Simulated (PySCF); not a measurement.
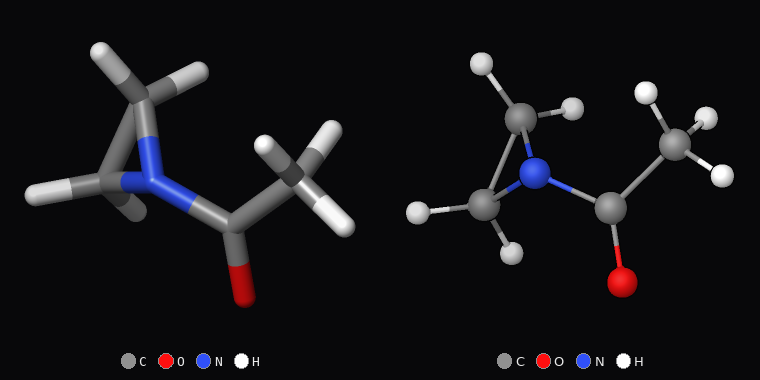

Both panels show the same species.

Computed geometry: PBE0-D3(BJ)/def2-SVP optimisation. No frequency run is at hand to confirm it as a minimum.

Description:

Formula C4H7NO. Its SMILES string is `CC(=O)N1CC1`. Independent rings (smallest set): 1 of 3 members. Among its groups: amide. This geometry has C1 symmetry. Coordination, clear cases only: 1 C tetrahedral; 1 C trigonal planar; 1 N trigonal pyramidal.

More results for the same structure follow; atom numbers are the same in all pictures, views and colours differ.

## Bond orders

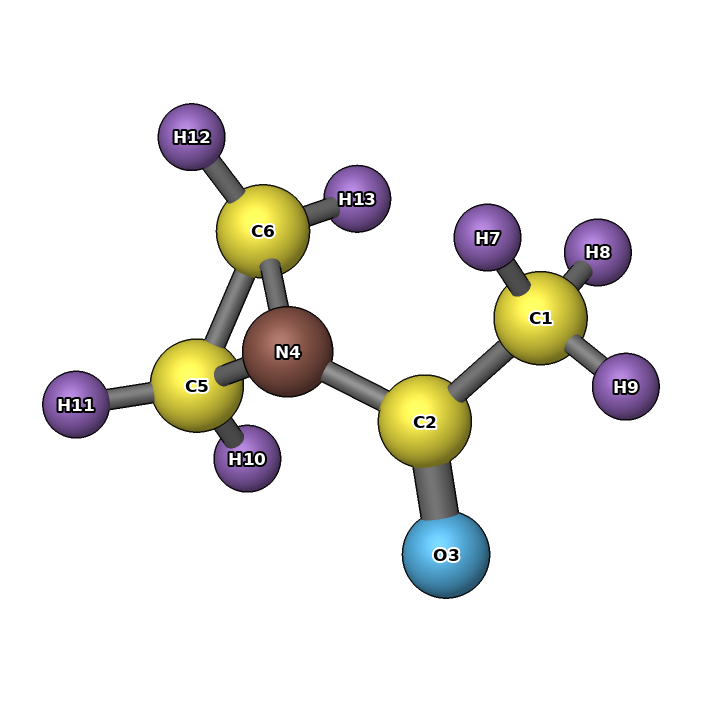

The thickness of each stick grows with its Mayer bond order. No frequency run is at hand to confirm it as a minimum. Method: PBE0/pcSseg-1 in benzene (IEF-PCM) (PySCF 2.14.0).

List the Mayer bond orders of C1–C2, C1–H7, C1–H8, C1–H9, C2–O3, C2–N4, N4–C5, N4–C6, C5–C6, C5–H10, C5–H11, C6–H12, C6–H13.

```tsv
bond	Mayer order	length (Å)
C1–C2	1.00	1.507
C1–H7	0.95	1.099
C1–H8	0.94	1.102
C1–H9	0.96	1.096
C2–O3	1.97	1.208
C2–N4	1.04	1.388
N4–C5	0.92	1.426
N4–C6	0.90	1.436
C5–C6	1.00	1.496
C5–H10	0.94	1.096
C5–H11	0.95	1.095
C6–H12	0.95	1.096
C6–H13	0.94	1.097
```

## Levels of theory compared

No frequency run is at hand to confirm it as a minimum. Program: PySCF 2.14.0.

Tabulate HOMO–LUMO gap (eV), HOMO energy (eV), dipole (D) at these levels: BHandHLYP/aug-pcX-1 (pcseg-1 on H); PBE0/pcSseg-1 in benzene (IEF-PCM); PBE0/pcSseg-1 in cyclohexane (IEF-PCM); ωB97X-D/def2-SVPD; ωB97X-D/def2-SVPD in benzene (IEF-PCM); ωB97X-D/def2-SVPD in cyclohexane (IEF-PCM).

```tsv
level	HOMO–LUMO gap (eV)	HOMO energy (eV)	dipole (D)
BHandHLYP/aug-pcX-1 (pcseg-1 on H)	9.22	−8.77	3.54
PBE0/pcSseg-1 in benzene (IEF-PCM)	7.45	−7.33	3.88
PBE0/pcSseg-1 in cyclohexane (IEF-PCM)	7.44	−7.32	3.83
ωB97X-D/def2-SVPD	11.08	−9.28	3.53
ωB97X-D/def2-SVPD in benzene (IEF-PCM)	11.11	−9.33	4.05
ωB97X-D/def2-SVPD in cyclohexane (IEF-PCM)	11.11	−9.32	3.99
```

## Polarisability

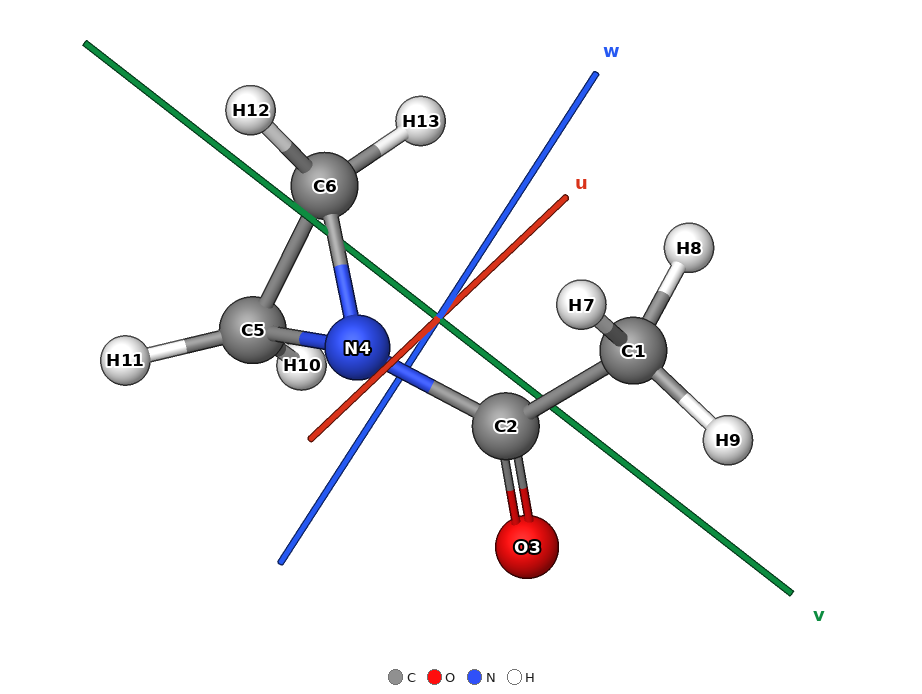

The lines u, v and w are the principal axes of the static dipole polarisability. No frequency run is at hand to confirm it as a minimum. Computed with ωB97X-D/def2-SVPD in benzene (IEF-PCM) (PySCF 2.14.0).

**Along which axis is the molecule most polarisable, and along which least?**

Most along v, least along u.

**Give the three principal values.**

u 51.7, v 76.2, w 68.9 bohr³; mean 65.6, anisotropy 21.8 bohr³.
